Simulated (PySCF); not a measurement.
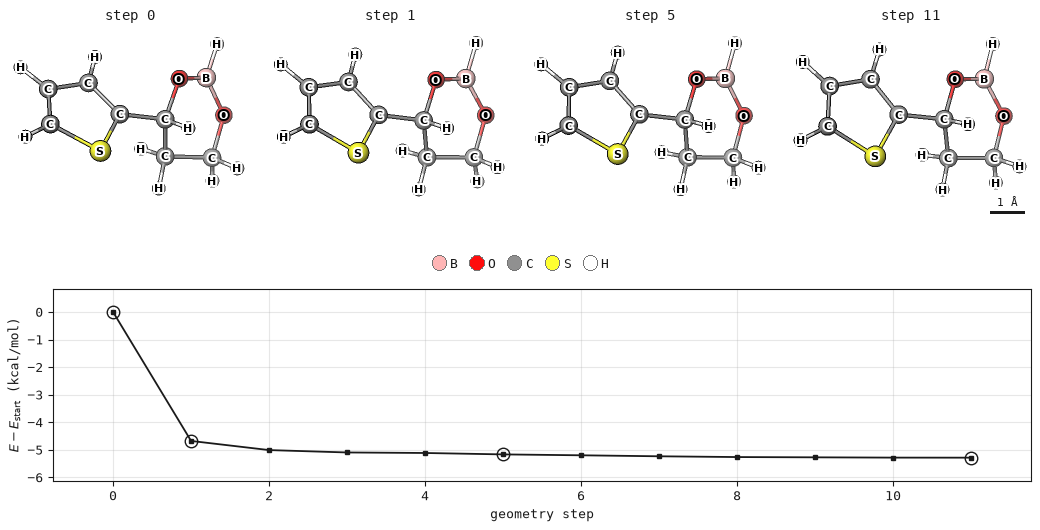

Frames of a relaxation of C₇H₉BO₂S, marked on the history of the run. A ball-and-stick model, seen at a tilt.

The start comes from GFN2-xTB. Its atoms were then displaced at random by about 0.01 Å.

Theory: PBE0-D3(BJ)/def2-SVP geometry optimisation, gas phase in PySCF 2.14.0, density-fitted response routines. 

Question: Describe the path.

Answer: After 11 geometry steps the energy has fallen by 5.28 kcal/mol. The largest move after the best rigid fit is that of an H atom, 0.40 Å. By element the largest moves are H 0.40 Å, S 0.36 Å, C 0.19 Å, O 0.18 Å, B 0.14 Å. Some distances before and after: C–C 1.578 → 1.515 Å, B–H 1.149 → 1.205 Å, C–H 1.055 → 1.089 Å, B–O 1.332 → 1.362 Å. Bond angles that change, for instance: H–C–H 111.9° → 107.3°, C–C–H 106.7° → 110.4°, C–C–C 109.8° → 113.1°. From step 0 to 1: H atoms move most (0.18 Å), energy −4.68 kcal/mol. From step 1 to 5: an H atom moves most (0.14 Å), energy −0.49 kcal/mol. From step 5 to 11: S and H atoms move most (0.19 Å), energy −0.12 kcal/mol.

```tsv
step	E − E(0), kcal/mol
0	0.00
1	-4.68
2	-5.01
3	-5.09
4	-5.11
5	-5.16
6	-5.20
7	-5.23
8	-5.26
9	-5.27
10	-5.28
11	-5.28
```
